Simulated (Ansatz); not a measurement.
H10Si4···NH3

```csv
atom,x (Å),y (Å),z (Å)
Si,-0.5378,0.3574,0.3357
Si,0.5878,-1.6315,0.8291
Si,-0.4593,0.7832,-1.9589
Si,-2.7900,0.1648,0.9401
H,0.0463,1.5154,1.0716
H,3.5502,-0.2146,0.1693
N,2.7567,0.4100,0.0904
H,1.3477,-2.1491,-0.3377
H,-0.4295,-2.6713,1.1743
H,1.4801,-1.4873,2.0079
H,-1.2914,1.9637,-2.3214
H,0.9305,1.0447,-2.4288
H,-0.9789,-0.3979,-2.7010
H,-2.9292,-0.1541,2.3880
H,-3.5380,1.4230,0.6653
H,-3.4233,-0.9334,0.1594
H,2.7824,0.8152,-0.8374
H,2.8960,1.1620,0.7542
```

The reactant side of a reaction path; geometry: PBE0-D4/def2-TZVP.

Computed with Ansatz, RKS PBE0-D4/def2-TZVPP.

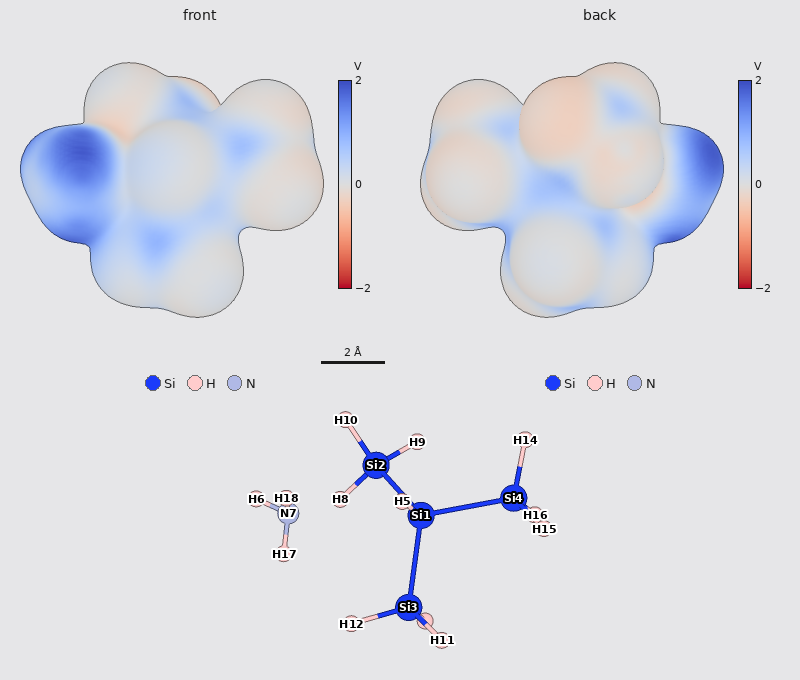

Figure 1. The electrostatic potential painted on the density surface at 0.002 e/bohr³, seen from the front and from behind; the colour scale runs from red (negative) to blue (positive). The bare structure is drawn below in the same view.

### Describe the electrostatic potential map.

The most negative region (about −0.3 V) lies over N7 and H9, the most positive (about +1.8 V) over H6 and H18.

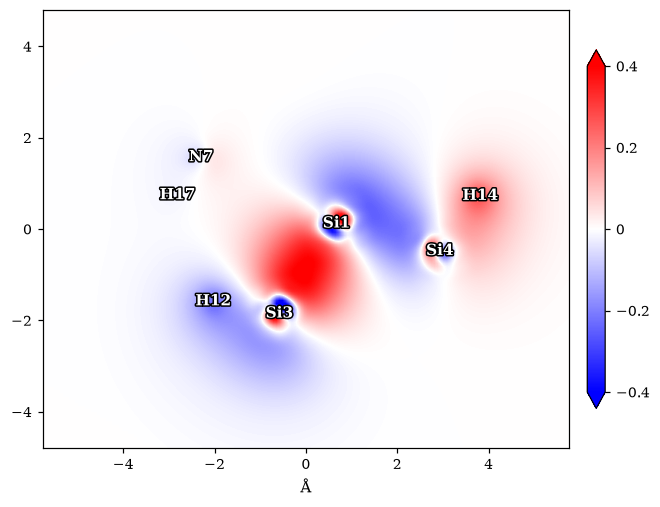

Figure 2. The HOMO−1 on the plane of atoms Si3, Si1 and Si4 (values in Å⁻³ᐟ²; the overall sign is arbitrary).

### What is the character of this orbital?

It lies mainly on Si1 (about 30 %), Si3 (about 25 %), Si2 (about 10 %) and Si4 (about 10 %). Its energy is −7.75 eV.

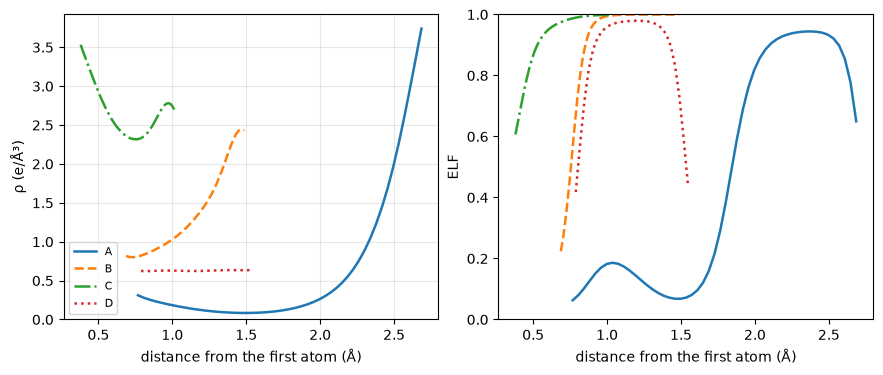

Figure 3. Electron density and electron localisation function along straight lines between neighbouring atoms. The curves leave out the atomic cores.

### Which curve belongs to which contact (N–H, Si–H, Si–N and Si–Si)? The first atom named is at distance zero.

Curve A: Si2···N7 (3.07 Å): the density falls to about 0.08 e/Å³ on the way; the ELF is about 0.05 at the midpoint. Curve B: Si–H (1.49 Å): the density is about 0.8 e/Å³ at the midpoint; the ELF climbs to about 1 towards the hydrogen, as it does in any bond to H. Curve C: N–H (1.01 Å): ρ is about 2.9 e/Å³ halfway; the ELF climbs to about 1 towards the hydrogen: a covalent bond by its length. Curve D: Si–Si (2.34 Å): ρ is about 0.62 e/Å³ halfway; the ELF peaks at about 1 between the atoms, as expected for a shared electron pair.

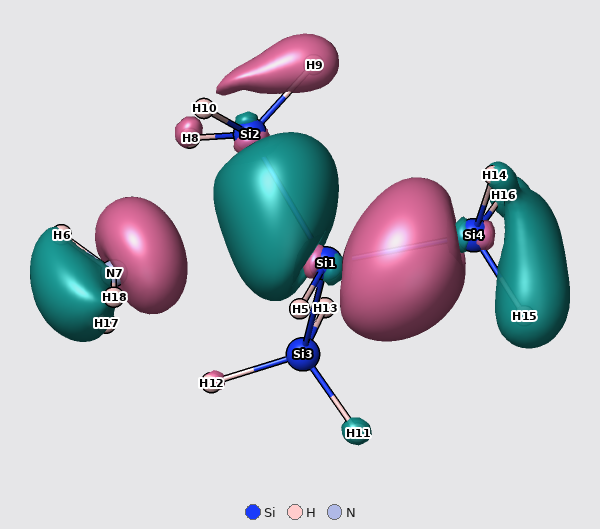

Figure 4. The HOMO at ±0.1 Å⁻³ᐟ² (teal and pink are the two phases), seen at a tilt.

### Describe this orbital and give its energy.

By Hirshfeld shares it lies mainly on Si1 (about 25 %), Si4 (about 20 %), N7 (about 20 %) and Si2 (about 15 %). Its energy is −7.52 eV.
